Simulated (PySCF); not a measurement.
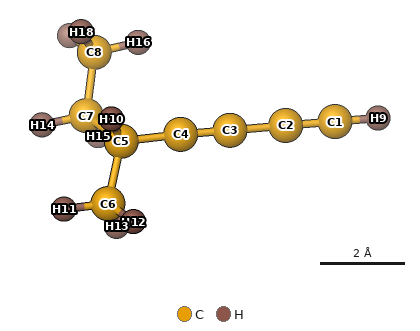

Fig. 1: The input geometry (ball-and-stick view, seen at a tilt; atoms are numbered from 1 in the order of the input). Bond lengths as drawn: C–C 1.20 to 1.54 Å and C–H 1.05 to 1.10 Å.

## Excited-state calculation of C8H10

The run: excited-state calculation of C8H10. Method and program: TDDFT PBE0/def2-SVPD, vertical, gas phase, core orbitals frozen in the response (PySCF 2.14.0).

The geometry comes from this level: GFN2-xTB.

**Input file**
```
{"job": {"kind": "uv", "xc": "PBE0", "basis": "def2-SVPD", "nstates": 6, "ntriplets": 2}, "charge": 0, "multiplicity": 1}
C      4.109597     0.737492    -1.584522
C      3.058013     0.559974    -1.025145
C      1.873680     0.349661    -0.392073
C      0.823822     0.174433     0.176759
C     -0.427249    -0.088256     0.857517
C     -0.269281    -1.315820     1.761741
C     -1.557841    -0.296913    -0.162609
C     -1.831290     0.956812    -0.983817
H      5.025102     0.895122    -2.069759
H     -0.670717     0.784150     1.478798
H     -1.187656    -1.493198     2.317490
H      0.543333    -1.166865     2.469667
H     -0.047244    -2.197330     1.163336
H     -2.463692    -0.585234     0.375872
H     -1.287356    -1.119777    -0.828305
H     -0.936165     1.262885    -1.521231
H     -2.622538     0.772693    -1.707095
H     -2.141277     1.776489    -0.338281
```

The first line tells a small driver script what to run in PySCF; the rest is the geometry in Å.

Command:
```bash
OMP_NUM_THREADS=1 python <driver script> task.json out
```

**Log**
```
coarse grid: 14888 points
cycle   1  E = -310.0491310679  dE =  9.406e-01  |g| = 4.200e-01  |ddm| = 2.087e+01
cycle   2  E = -310.0585926590  dE = -9.462e-03  |g| = 3.798e-01  |ddm| = 5.052e+00
cycle   3  E = -310.0963778890  dE = -3.779e-02  |g| = 8.058e-02  |ddm| = 1.477e+00
cycle   4  E = -310.0972600670  dE = -8.822e-04  |g| = 5.333e-02  |ddm| = 2.508e-01
cycle   5  E = -310.0979290255  dE = -6.690e-04  |g| = 1.107e-02  |ddm| = 1.366e-01
cycle   6  E = -310.0979615978  dE = -3.257e-05  |g| = 2.017e-03  |ddm| = 6.994e-02
cycle   7  E = -310.0979626377  dE = -1.040e-06  |g| = 5.155e-04  |ddm| = 1.408e-02
final grid: 143384 points
cycle   8  E = -310.1492199086  dE = -4.513e-05  |g| = 7.384e-03  |ddm| = 4.349e-01
cycle   9  E = -310.1492184295  dE =  1.479e-06  |g| = 7.834e-03  |ddm| = 6.887e-02
cycle  10  E = -310.1492343702  dE = -1.594e-05  |g| = 1.158e-03  |ddm| = 2.043e-02
cycle  11  E = -310.1492346850  dE = -3.148e-07  |g| = 5.022e-04  |ddm| = 4.542e-03
cycle  12  E = -310.1492347490  dE = -6.404e-08  |g| = 1.051e-04  |ddm| = 1.732e-03
cycle  13  E = -310.1492347519  dE = -2.856e-09  |g| = 2.796e-05  |ddm| = 6.193e-04
cycle  14  E = -310.1492347520  dE = -1.627e-10  |g| = 1.429e-05  |ddm| = 1.582e-04
```

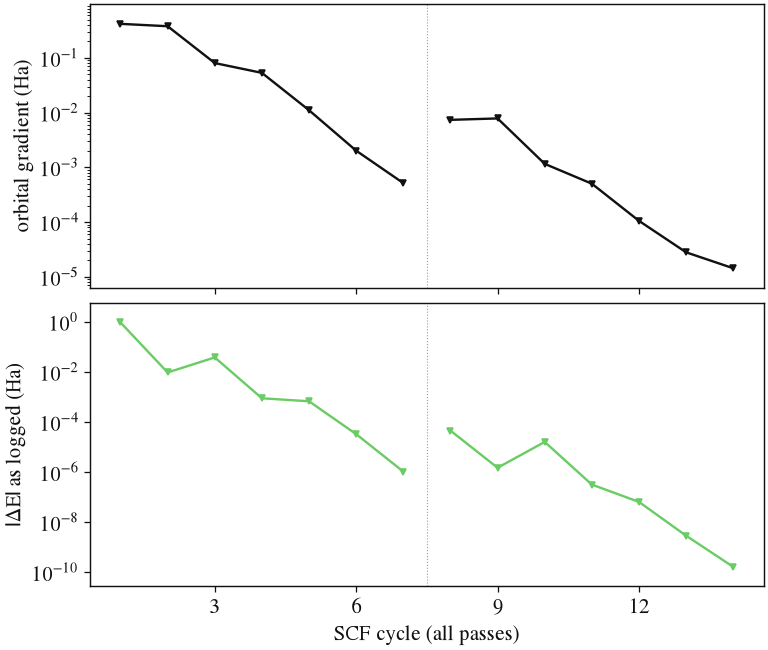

Fig. 2: Convergence of the self-consistent field: orbital gradient and size of the energy change against the SCF cycle. The dotted line marks the change from a coarse to the final integration grid. The first 7 cycles use a coarse grid, the final grid takes over at cycle 8, and the field converges after 14 cycles in all.

```
converged SCF energy = -310.1492347520

Static polarisability (au): isotropic 101.429, principal 68.367 80.789 155.132

Singlet excitations
state   eV       nm        f      main configurations
  1   4.7742    259.7   0.00000   H->L 0.38, H-1->L+1 0.26, H-1->L 0.17
  2   4.9764    249.1   0.00061   H-1->L 0.49, H->L+1 0.49
  3   4.9767    249.1   0.00055   H-1->L+1 0.55, H->L 0.43
  4   6.8212    181.8   0.10683   H->L+2 0.63, H-1->L+2 0.21
  5   6.8476    181.1   0.01280   H-1->L+2 0.66, H->L+2 0.24
  6   7.2747    170.4   0.00025   H-2->L 0.20, H-3->L+1 0.19, H-5->L 0.16

Triplet excitations (Tamm-Dancoff, eV): 3.8176 4.2261
```

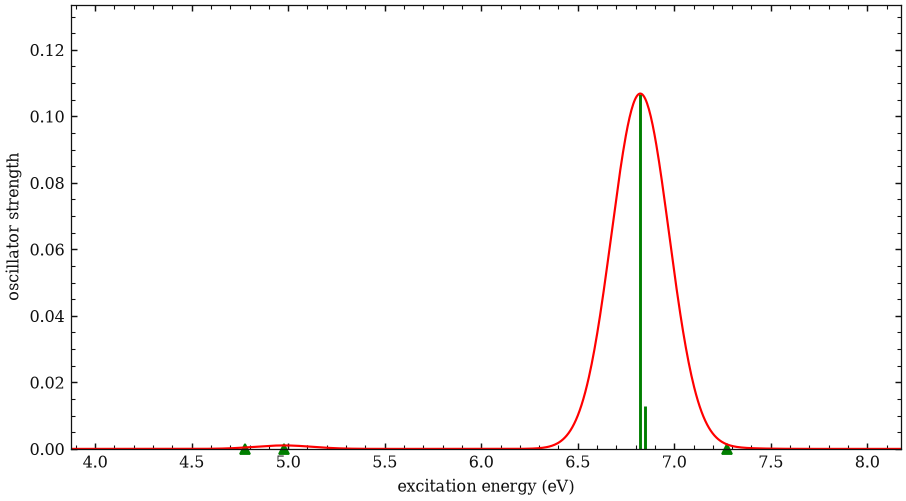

Fig. 3: Computed excitations as sticks (degenerate states added up, dark ones marked on the axis), with a Gaussian envelope of 0.35 eV full width at half maximum, scaled to the tallest. Of the 6 states the lowest lies at 4.77 eV (f = 0.000); the strongest line is at 6.82 eV, or 182 nm (f = 0.107).

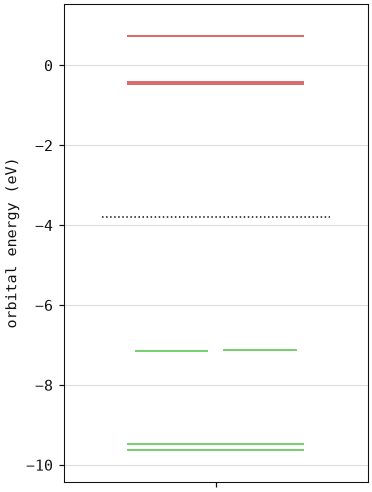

Fig. 4: Orbital energies near the frontier; the dotted line parts filled from empty levels, and levels within 0.02 eV of each other stand side by side. Highest filled −7.13 eV, lowest empty −0.47 eV, 6.66 eV apart.

**Summary**

| quantity | value |
| --- | --- |
| outcome | converged |
| total energy | −310.149235 hartree |
| HOMO | −7.13 eV |
| LUMO | −0.47 eV |
| dipole moment | 1.34 D |
| mean polarisability | 101.43 a.u. |
| lowest singlet excitation | 4.77 eV |
| hardware | 1 CPU thread, shared host |
| wall time | 43 s |
| peak memory | 0.92 GiB |
